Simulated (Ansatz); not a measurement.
# CH3Ga (triplet): HSE06, B2PLYP over a scan of the distance C1–Ga2, cc-pVDZ

Aim: run CH3Ga (triplet) with these functionals over a scan of the distance C1–Ga2, and hold them against the top wave-function level at the same points.

Program: Ansatz 0.2.0, Gaussian basis. Level of theory: cc-pVDZ, all electrons in the functionals, frozen cores in the correlation of double hybrids and RPA. These are calculated values, not measurements.

To be run: HSE06, B2PLYP, at 1.572 Å; 1.793 Å; 1.956 Å; 2.122 Å; 2.414 Å; 2.655 Å; 3.097 Å; 3.578 Å; 4.361 Å; 5.301 Å; 6.495 Å.

24 further runs of the same task are left out: 4 for a known fault of the program, 1 for a mislabelled method, 15 that didn't finish, 4 set aside as unsound or not needed.

## (1) The geometry

The geometry derives from a PBE0/def2-TZVP stationary point (not a proven minimum). One bond is set to the value named and the two fragments are kept rigid. No spin-orbit coupling is included. The filled d shell of Ga may be among the frozen orbitals whatever the setting's name suggests; the logs give the count.

5 atoms, charge 0, spin multiplicity 3.

Atoms are counted from 1 here; the program's logs count them from 0.

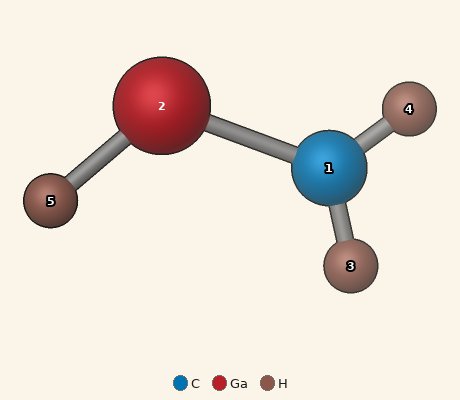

The geometry (carbon blue, gallium red, hydrogen brown); atoms are numbered from 1 in the order of the file.

Geometry (Å):

```xyz
5

C     0.00000    0.08298    1.62573
Ga    0.00000   -0.03672   -0.32693
H     0.00000    1.03363    2.15854
H     0.00000   -0.78515    2.27961
H     0.00000    1.30263   -1.19579
```

No dispersion term is added. HSE06 is the plane-wave form.

The geometry shown and the zero of energy belong to the point 1.956 Å. The yardstick, UCCSDT(Q), and other wave-function levels (R restricted, U unrestricted, valence and pair active spaces) come from earlier runs.

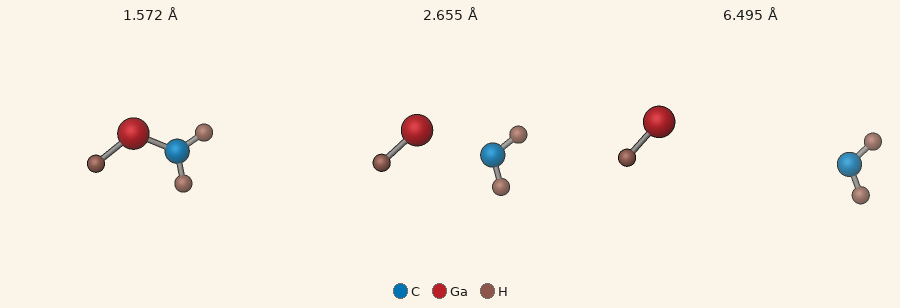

Three points of the scan; sticks are drawn by distance.

## (2) HSE06, 1.572 Å

in.yaml

```yaml
crystal:
  periodic: [false, false, false]
  atoms:
    - {symbol: C, position_ang: [0.000000, 0.063357, 1.305611]}
    - {symbol: Ga, position_ang: [0.000000, -0.032826, -0.263443]}
    - {symbol: H, position_ang: [0.000000, 1.014006, 1.838416]}
    - {symbol: H, position_ang: [0.000000, -0.804770, 1.959484]}
    - {symbol: H, position_ang: [0.000000, 1.306523, -1.132311]}
basis:
  gaussian: {orbitals: cc-pVDZ}
magnetization: {spin_polarized: true, initial_magnetization: 2}
hamiltonian: {xc: {name: HSE06}}
```

Started as:

```sh
ansatz run in.yaml --threads 1 --pin off --events-out ev --progress --plain --max-ram 2393MiB
```

Further steps of the session: HSE06, 1.793 Å; HSE06, 1.956 Å; HSE06, 2.122 Å; HSE06, 2.414 Å; HSE06, 2.655 Å; HSE06, 3.097 Å; HSE06, 3.578 Å; HSE06, 4.361 Å; HSE06, 5.301 Å; HSE06, 6.495 Å; B2PLYP, 1.572 Å; B2PLYP, 1.793 Å; B2PLYP, 1.956 Å; B2PLYP, 2.122 Å; B2PLYP, 2.414 Å; B2PLYP, 2.655 Å; B2PLYP, 3.097 Å; B2PLYP, 3.578 Å; B2PLYP, 4.361 Å; B2PLYP, 5.301 Å; B2PLYP, 6.495 Å.

Q: Predict the results of all the runs planned. Wanted: span of the UCCSDT(Q) curve; largest miss, HSE06; largest miss, B2PLYP.

As calculated:

| quantity | value |
| --- | --- |
| span of the UCCSDT(Q) curve | 2.456 eV |
| largest miss, HSE06 | +0.352 eV (6.495 Å) |
| largest miss, B2PLYP | -0.185 eV (1.572 Å) |

Of the functionals, B2PLYP keep the smallest largest miss at the points compared (at most 0.185 eV) and HSE06 strays most (0.352 eV, at 6.495 Å). Functionals and the yardstick converge differently with the basis, so part of each miss in cc-pVDZ is the basis.
